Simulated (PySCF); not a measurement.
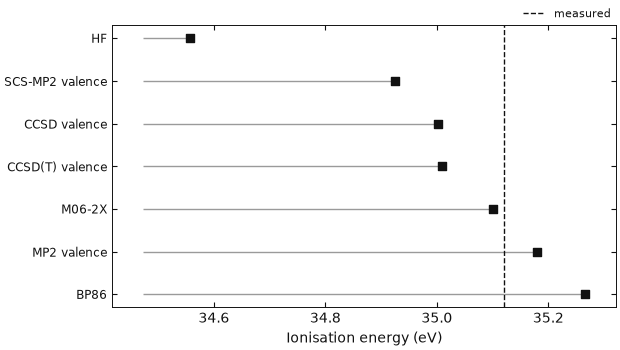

The ionisation energy of O⁺ ([He] 2s² 2p³ → [He] 2s² 2p²) across levels of theory. PySCF, cc-pVTZ-DK, spin-free X2C-1e, unrestricted single determinants, no spin-orbit coupling. Methods marked “valence” freeze 2 core electrons.

**Which methods come out highest, lowest and best?**

The values run from 34.558 eV (HF) to 35.266 eV (BP86). The measured value is 35.121 eV; nearest to it come M06-2X (−0.020) and MP2 valence (+0.059), furthest HF (−0.563 eV).

| Method | Ionisation energy (eV) |
| --- | --- |
| HF | 34.558 |
| M06-2X | 35.101 |
| BP86 | 35.266 |
| MP2 valence | 35.180 |
| SCS-MP2 valence | 34.925 |
| CCSD valence | 35.002 |
| CCSD(T) valence | 35.010 |

Limits of the model: spin-orbit shift not estimated.
